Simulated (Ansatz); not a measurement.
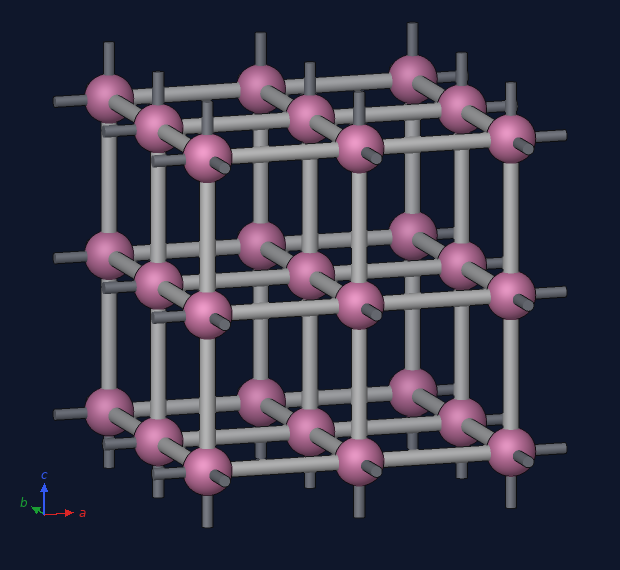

The picture shows a finite piece of the underlying net of a crystal structure, nodes on the atoms' positions. Nodes are coloured by topological kind. Short stubs are edges that leave the cut-out.

Question: Describe the net.

Answer: A uninodal 6-connected, three-periodic net. It is the pcu net, known from NaCl, ReO3 and the B-X framework of perovskite.

Question: Give point symbol and coordination sequence.

Answer: 4^12.6^3, sequence 6, 18, 38, 66.

Where the net comes from. The compound is TlCu2H6 (space group Fm-3m, No. 225), taken as coordinates from a relaxation with DFT PBE, scalar-relativistic, plane waves, PAW in Ansatz 0.2.0; the starting structure was generated, so it need not be a known form of this composition. Bonds are taken as Cu–H below 2 Å; Tl is left out of the net, as the electropositive filling of the structure; no other contact counts. The graph is simplified in the usual way: terminal and isolated atoms are pruned, two-connected atoms become edges. Cu is a 6-connected node. H becomes part of the edges.
